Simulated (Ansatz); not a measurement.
**Geometry relaxation of BSiH₄ClF₂ (part 2 of 2)**

BSiH₄ClF₂; RKS B3LYP-D4/6-31G* (Ansatz 0.2.0). The input holds or restrains some coordinates. Forces given for the steps count only the free coordinates. It belongs to a series of runs on one base structure; here: pulled along the bonds that form and break, towards end A.

Geometry of the input (Å):
```
B  0.0000  0.0000  0.0000
F  0.0000  0.0000  1.6700
Cl 1.6108  0.0000  -0.9300
F  -1.1431  0.0000  -0.6600
Si 0.4732  -2.0821  0.7095
H  -0.4416  -3.0308  0.0812
H  1.8470  -2.4197  0.3481
H  0.3219  -2.1489  2.1601
H  0.2364  -1.0402  1.6785
```

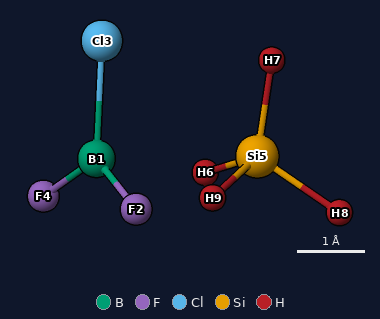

*The geometry at step 8 of the log (ball-and-stick view, seen at a tilt; atoms are numbered from 1 in the order of the input).*

**Trajectory as extended XYZ, continued**
```
9
Properties=species:S:1:pos:R:3:forces:R:3 step=3 energy=-26574.97741
B    -0.0282    0.2197    0.0428    1.0944  -2.2192   1.9983
F    -0.0688    0.3424    1.4996   -0.3160   2.5970  -3.4717
Cl    1.5834    0.0464   -0.9180   -1.4652   1.4877   0.7522
F    -1.1444    0.0336   -0.6470    0.5109   0.9242   0.6460
Si    0.5414   -2.3913    0.7688    0.2980  -0.5431   0.1559
H    -0.4699   -3.0661    0.0734   -1.3240  -0.7205  -0.4823
H     1.8829   -2.4396    0.3500    1.3306  -0.3642  -0.0272
H     0.3253   -2.1875    2.2043    0.2643  -2.4780   2.1357
H     0.2829   -1.2794    1.6835   -0.3930   1.3161  -1.7069
9
Properties=species:S:1:pos:R:3:forces:R:3 step=4 energy=-26575.79307
B    -0.0415    0.3133    0.0652    1.0891  -1.9325  -0.7002
F    -0.0937    0.4956    1.3818   -0.0279   1.6996  -0.8723
Cl    1.5566    0.0710   -0.9022   -1.3682   1.2921   0.8449
F    -1.1334    0.0467   -0.6355    0.2195   0.7420   0.4071
Si    0.5699   -2.5115    0.8145    0.2057  -0.7812   0.6939
H    -0.4952   -3.0717    0.0621   -0.9472  -0.2790  -0.4144
H     1.9075   -2.4432    0.3480    0.9923  -0.2147  -0.0795
H     0.3330   -2.2489    2.2491    0.3526  -2.8878   1.9067
H     0.3013   -1.3730    1.6744   -0.5159   2.3615  -1.7861
9
Properties=species:S:1:pos:R:3:forces:R:3 step=5 energy=-26577.11771
B    -0.0426    0.2981    0.0456    1.0388  -0.4698  -0.6050
F    -0.0959    0.6682    1.3090    0.0697   0.8094  -0.3068
Cl    1.5318    0.1507   -0.8972   -0.9924   0.5865   0.6639
F    -1.1435    0.0918   -0.6424   -0.1268   0.0836   0.1132
Si    0.5924   -2.6270    0.8927   -0.1540   0.4201   0.7969
H    -0.5319   -3.0679    0.0487    0.0299  -0.0542   0.0932
H     1.9466   -2.4583    0.3547    0.0580  -0.3527   0.1081
H     0.3626   -2.4168    2.3437    0.3969  -2.6207   1.0703
H     0.2851   -1.3605    1.6027   -0.3201   1.5979  -1.9338
9
Properties=species:S:1:pos:R:3:forces:R:3 step=6 energy=-26578.08810
B    -0.0377    0.3211    0.0328    0.6314   0.0257   0.0893
F    -0.0955    0.7715    1.2811    0.0895   0.4417  -0.6497
Cl    1.5126    0.1814   -0.8817   -0.5438   0.4022   0.3835
F    -1.1447    0.0884   -0.6358   -0.1766  -0.0321   0.0651
Si    0.5893   -2.6337    0.9361   -0.3696   1.1975   1.0152
H    -0.5230   -3.0759    0.0624    0.1779  -0.2389   0.1331
H     1.9445   -2.4876    0.3681   -0.0155  -0.5059   0.1203
H     0.3904   -2.5928    2.4122    0.3999  -2.1933   0.3983
H     0.2686   -1.2941    1.4822   -0.1932   0.9031  -1.5551
9
Properties=species:S:1:pos:R:3:forces:R:3 step=7 energy=-26578.82916
B    -0.0330    0.3478    0.0235    0.1268   0.3669   0.3172
F    -0.0957    0.8635    1.2505    0.0875   0.2110  -0.6823
Cl    1.4968    0.2178   -0.8718   -0.1123   0.2682   0.1155
F    -1.1473    0.0874   -0.6290   -0.0979  -0.0833   0.1002
Si    0.5739   -2.5919    0.9723   -0.2648   0.7783   1.0473
H    -0.5014   -3.1062    0.0847    0.1931  -0.2083   0.1479
H     1.9374   -2.5417    0.3888   -0.1060  -0.4233   0.1472
H     0.4224   -2.7783    2.4567    0.3243  -1.4146  -0.2732
H     0.2515   -1.2201    1.3818   -0.1506   0.5051  -0.9197
9
Properties=species:S:1:pos:R:3:forces:R:3 step=8 energy=-26579.29327
B     0.0105    0.3997    0.0086   -0.0605   0.3013   0.0696
F    -0.0169    0.9543    1.2113    0.0651   0.2704  -0.3389
Cl    1.5131    0.3158   -0.9253   -0.1057   0.1204   0.0877
F    -1.1224    0.0480   -0.5691    0.0164   0.0316  -0.0184
Si    0.5278   -2.5451    1.0144   -0.1982   0.0540   0.7586
H    -0.4551   -3.2318    0.1352    0.1069  -0.0349   0.0993
H     1.8884   -2.5217    0.4295   -0.0344  -0.1367   0.0730
H     0.4783   -2.9702    2.4501    0.1936  -0.5682  -0.3330
H     0.0808   -1.1707    1.3026    0.0169  -0.0379  -0.3979
9
Properties=species:S:1:pos:R:3:forces:R:3 step=9 energy=-26579.41489
B     0.0006    0.4087   -0.0182   -0.0098   0.5407  -0.2817
F    -0.0299    1.0011    1.1587   -0.0860   0.2581   0.0132
Cl    1.5084    0.3691   -0.9357    0.0004  -0.0366  -0.0072
F    -1.1217    0.0366   -0.6023    0.0094  -0.0791   0.0728
Si    0.5102   -2.5124    1.0748    0.1182  -0.5474   0.3010
H    -0.4508   -3.1892    0.1764   -0.0982   0.0336  -0.0316
H     1.8573   -2.5530    0.4672    0.0643   0.0160   0.0179
H     0.5152   -3.1635    2.4140    0.0213  -0.0581  -0.0961
H     0.1152   -1.1192    1.3226   -0.0196  -0.1272   0.0117
9
Properties=species:S:1:pos:R:3:forces:R:3 step=10 energy=-26579.43098
B    -0.0045    0.4030   -0.0347   -0.0027   0.4457  -0.1789
F    -0.0624    1.0002    1.1392   -0.0892   0.2913  -0.0525
Cl    1.5060    0.3980   -0.9438    0.0166  -0.0097  -0.0125
F    -1.1051   -0.0431   -0.6050   -0.0369  -0.0393   0.0300
Si    0.5163   -2.5039    1.0905    0.0976  -0.5051   0.1827
H    -0.4854   -3.0901    0.1726   -0.0628  -0.0048  -0.0319
H     1.8583   -2.5693    0.4697    0.0428  -0.0220   0.0230
H     0.4977   -3.2144    2.3965    0.0254  -0.0465  -0.0562
H     0.1838   -1.1021    1.3724    0.0093  -0.1097   0.0965
9
Properties=species:S:1:pos:R:3:forces:R:3 step=11 energy=-26579.45343
B    -0.0198    0.3887   -0.0695   -0.2152   0.4007  -0.1899
F    -0.1301    0.9977    1.0967   -0.0849   0.2101  -0.1851
Cl    1.4929    0.4703   -0.9692   -0.0295  -0.0382   0.0363
F    -1.0839   -0.1620   -0.6292    0.1873   0.0773   0.1426
Si    0.5285   -2.4885    1.1225   -0.0324  -0.5070   0.0048
H    -0.5442   -2.9074    0.1679    0.1852   0.0488   0.1530
H     1.8649   -2.6301    0.4898   -0.0513  -0.0173   0.0026
H     0.4652   -3.3198    2.3587   -0.0126   0.0731  -0.0851
H     0.3312   -1.0706    1.4897    0.0535  -0.2475   0.1209
9
Properties=species:S:1:pos:R:3:forces:R:3 step=12 energy=-26579.43687
B    -0.0377    0.4024   -0.0811    0.2167   0.0722   0.1776
F    -0.1385    0.9767    1.1011   -0.1001   0.4797  -0.1795
Cl    1.4993    0.3995   -0.9396   -0.0503   0.1371  -0.0718
F    -1.0903   -0.1697   -0.6157   -0.2168   0.0523  -0.1892
Si    0.5344   -2.4686    1.1133    0.1063  -0.5311   0.1142
H    -0.5257   -2.8770    0.1633   -0.0196  -0.0209  -0.0253
H     1.8655   -2.6181    0.4782    0.0102  -0.0173   0.0021
H     0.4587   -3.3026    2.3389    0.0016  -0.0299   0.0119
H     0.3389   -1.0646    1.4990    0.0520  -0.1420   0.1600
9
Properties=species:S:1:pos:R:3:forces:R:3 step=13 energy=-26579.44757
B    -0.0262    0.3919   -0.0759   -0.1310   0.3333  -0.0758
F    -0.1197    0.9741    1.1030   -0.0741   0.3543  -0.1007
Cl    1.4815    0.4479   -0.9766    0.0485   0.0031  -0.0324
F    -1.0982   -0.1433   -0.6237    0.0083   0.0048   0.0004
Si    0.5322   -2.4791    1.1219    0.1128  -0.5881   0.0761
H    -0.5149   -2.8992    0.1599   -0.0057   0.0059  -0.0017
H     1.8707   -2.6309    0.5011    0.0021  -0.0026   0.0055
H     0.4470   -3.3100    2.3509   -0.0020   0.0042  -0.0071
H     0.3322   -1.0731    1.4968    0.0411  -0.1149   0.1358
```

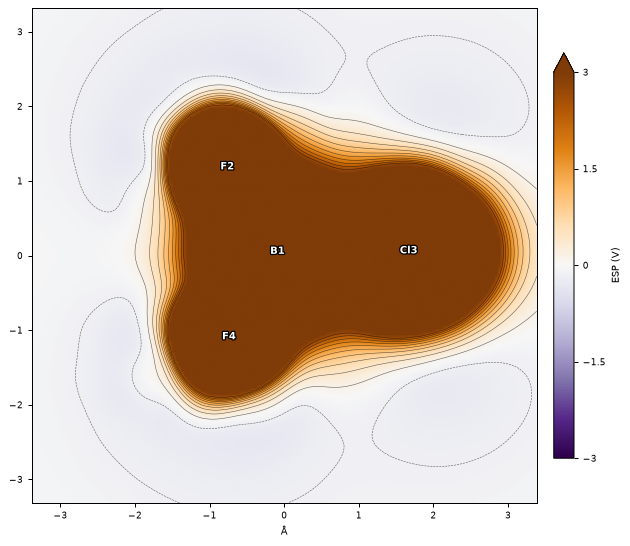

*Molecular electrostatic potential on the plane of atoms F2, B1 and F4.*

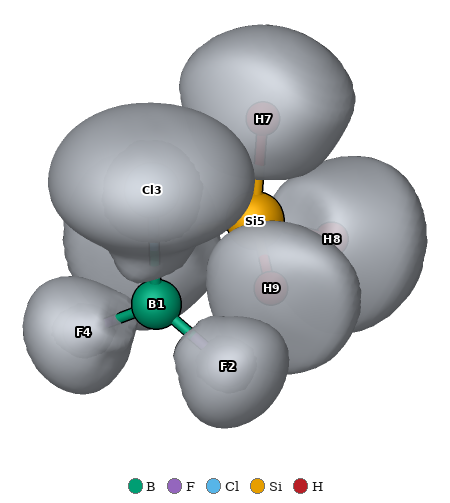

*Isosurface of the ELF at 0.75 (grey), seen at an oblique angle. Core shells and regions of very low density are left out.*

Along the contacts the grid gives the following. Si5···B1 (3.16 Å): the ELF peaks at about 0.85 between the atoms.

**Summary**

```json
{"quantity": "outcome", "value": "converged under the restraints of the input"}
{"quantity": "total energy", "value": "−26579.4478 eV"}
{"quantity": "mean-field energy", "value": "−26579.1474 eV"}
{"quantity": "largest force (length of the vector) at the end, held atoms and coordinates included", "value": "0.604 eV/Å"}
{"quantity": "hardware", "value": "2 threads of Intel Xeon @ 2.50GHz (Skylake/Cascade Lake), 32 GiB of memory available, shared host"}
{"quantity": "wall time", "value": "47 s (CPU time 87 s)"}
{"quantity": "peak memory", "value": "0.22 GiB"}
```
